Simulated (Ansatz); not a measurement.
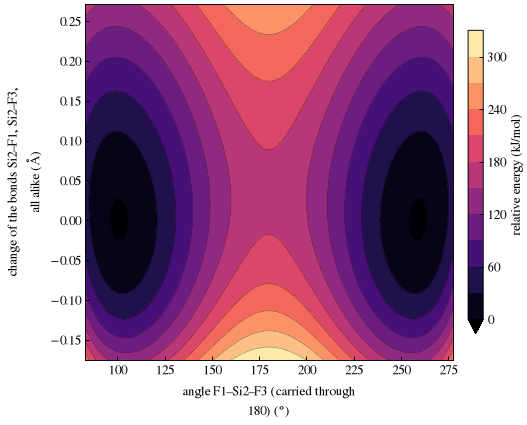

F₂Si, SMILES F[Si]F. Coordinates scanned: (1) angle F1–Si2–F3 (carried through 180); (2) change of the bonds Si2–F1, Si2–F3, all alike. Nothing is relaxed (all other coordinates rigid). Grid: 15 × 15 points; 120 points were computed and 105 follow by symmetry. Points are written as (first, second). All energies are given in kJ/mol relative to the lowest grid point. Theory: RKS PBE0-D4/def2-TZVP (Ansatz 0.2.0).

The picture shows filled contours. Between grid points the surface is interpolated.

The lowest grid point is at (96.5°, 0.016 Å); the map holds 2 wells of about this depth. It is the only kind of minimum in the scanned range. The highest grid point, (180.0°, −0.176 Å), lies 329 kJ/mol above the lowest. On the interpolated surface the easiest way out of the lowest well to a well of about the same depth near (263.5°, 0.016 Å) passes a barrier of about 176 kJ/mol. Round the minimum the two coordinates are weakly coupled (coupling 0.10 in units of the two stiffnesses).

The level of theory is changed to RKS PBE-D4/def2-TZVP in Ansatz 0.2.0; with it change the reference geometry, relaxed at the new level; the new grid has 15 × 15 points, laid about the new relaxed structure.

Question: What will the new map look like?

Answer: The lowest place stays at about (101°, 0.000 Å). The easiest pass out of the lowest well goes from about 176 to about 151 kJ/mol on the interpolated surfaces. The curvature at the minimum changes from about 7.4 to 6.6 eV/rad² along the first coordinate and from about 66 to 59 eV/Å² along the second coordinate.

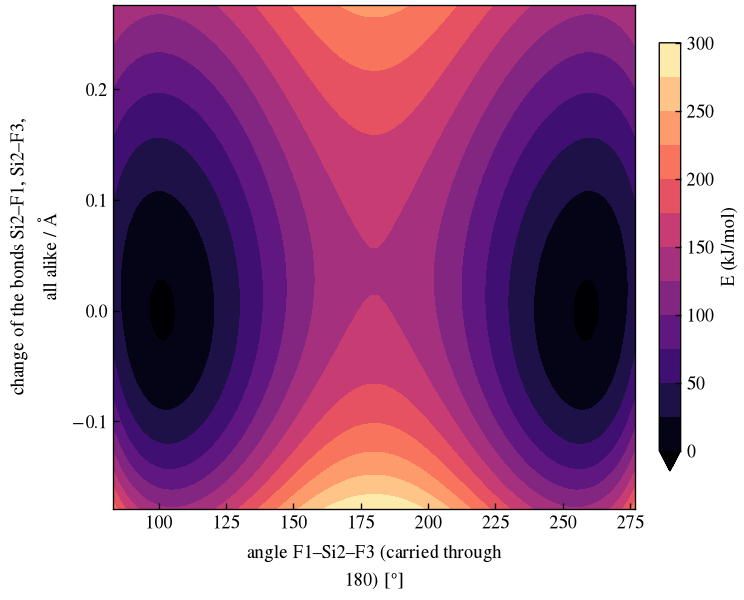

The map after the change, on a colour scale of its own. The picture shows filled contours. Between grid points the surface is interpolated.
